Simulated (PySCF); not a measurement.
**C3H8AlSi, charge −1, SMILES `C#C[SiH2][CH2][AlH3-]`: what the electrons do**

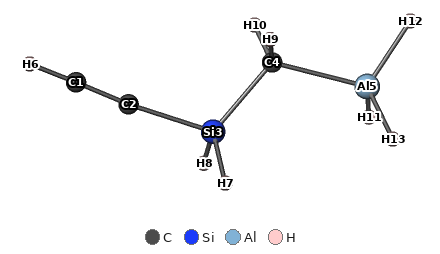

The molecule, with its atoms numbered as below. No frequency check shows the geometry to be a minimum.

Cartesian coordinates (Å):

```
C1      -3.4351    0.5319   -0.0008
C2      -2.3512    0.0103    0.0017
Si3     -0.5987   -0.6618    0.0000
C4       0.6685    0.7126    0.0002
Al5      2.6405    0.0978    0.0002
H6      -4.3947    0.9699   -0.0022
H7      -0.5933   -1.5300    1.1964
H8      -0.5954   -1.5271   -1.1990
H9       0.4808    1.3542    0.8755
H10      0.4793    1.3563   -0.8728
H11      2.9030   -0.7849   -1.3295
H12      3.5765    1.4140    0.0003
H13      2.9053   -0.7882    1.3226
```

### 1. Bonding charge

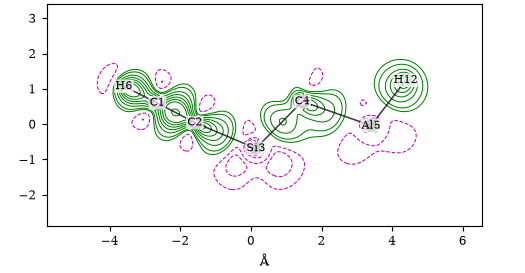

Deformation density (molecule less spherical, spin-averaged free atoms) in the plane of C1, C2, Si3, C4, Al5, H6 and H12; contours at ±0.05 to ±0.8 e/Å³; solid green lines: gain, dashed magenta lines: loss.

Computed with PySCF, BLYP/def2-SVPD, geometry: GFN2-xTB.

**Describe the bonding that the map shows.**

C1–C2: +0.83 e/Å³ at the bond critical point (bond length 1.20 Å). C1–H6: +0.70 e/Å³ at the bond critical point (bond length 1.05 Å). Si3–C4: +0.16 e/Å³ at the bond critical point (bond length 1.87 Å). Al5–H12: +0.10 e/Å³ at the bond critical point (bond length 1.61 Å). C2–Si3: +0.07 e/Å³ at the bond critical point (bond length 1.88 Å); up to 0.6 Å beside the axis the gain reaches +0.41 e/Å³. C4–Al5: +0.06 e/Å³ at the bond critical point (bond length 2.07 Å). In all, 3.2 electrons gather in the regions of gain relative to the promolecule of neutral atoms (this includes the anion's extra charge). A small or negative value marks a very polar bond, one between electron-rich atoms, whose free-atom densities already overlap strongly, a long bond to a heavier atom, or a closed-shell contact such as a hydrogen bond.

**Where do the Hirshfeld charges lie?**

The highest Hirshfeld charge is on Si3 (+0.32 e), the lowest on C4 (−0.27 e).

```
atom  charge (e)
  C1       −0.15
  C2       −0.15
 Si3       +0.32
  C4       −0.27
 Al5       +0.13
  H6       +0.05
  H7       −0.10
  H8       −0.10
  H9       +0.01
 H10       +0.01
 H11       −0.25
 H12       −0.25
 H13       −0.25
```

### 2. Local ionisation energy

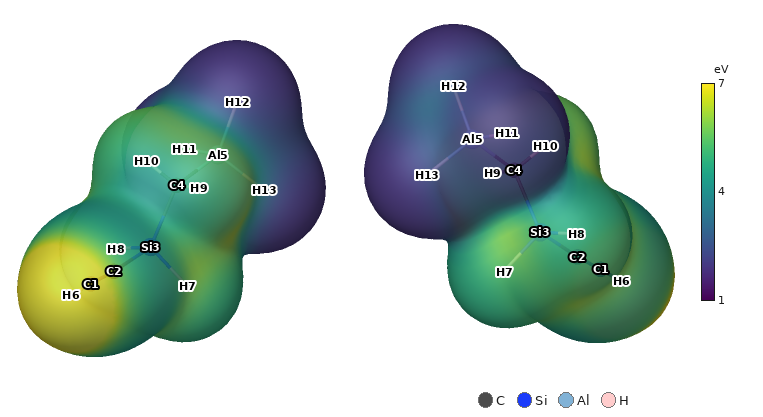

Average local ionisation energy on the surface of electron density 0.001 a.u. (back view left, front view right).

**Where are the most loosely bound electrons on this surface?**

The lowest value is 1.8 eV, 1.7 Å from H11, and at like points elsewhere. For comparison, the highest occupied orbital lies at −1.5 eV.

**What volume does the surface enclose?**

About 183 Å³.

### 3. Localised orbitals

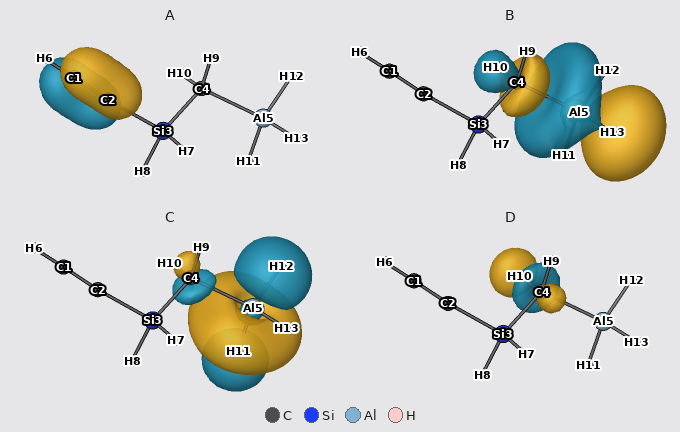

Intrinsic bond orbitals (IBO), occupied and valence-virtual; each surface holds about 70 % of the orbital's density. Energies are diagonal elements of the Fock matrix.

Level of theory: PBE0/cc-pVDZ (PySCF), at a geometry from GFN2-xTB. The basis has no diffuse functions, which an anion needs.

**What does each orbital represent in a Lewis picture?**

By panel:
- A: π bond C1–C2 (C1 51 %, C2 48 %; −4.9 eV)
- B: σ* orbital Al5–C4, mostly on Al5 (Al5 77 %, C4 21 %; 8.6 eV)
- C: σ* orbital Al5–H11 (Al5 62 %, H11 37 %; 10.7 eV)
- D: σ* orbital H10–C4 (H10 56 %, C4 43 %; 14.0 eV)

**Which has the smallest and which the largest spatial spread?**

Smallest: D (1.05 Å); largest: B (1.99 Å).

**How do all the valence pairs divide up?**

14 pairs: 12 σ bonds and 2 two-centre π bonds.

The PySCF runs shown took 65 s and 33 s on 1 thread of Intel(R) Xeon(R) Processor @ 2.50GHz (Skylake/Cascade Lake), with other jobs on the host.
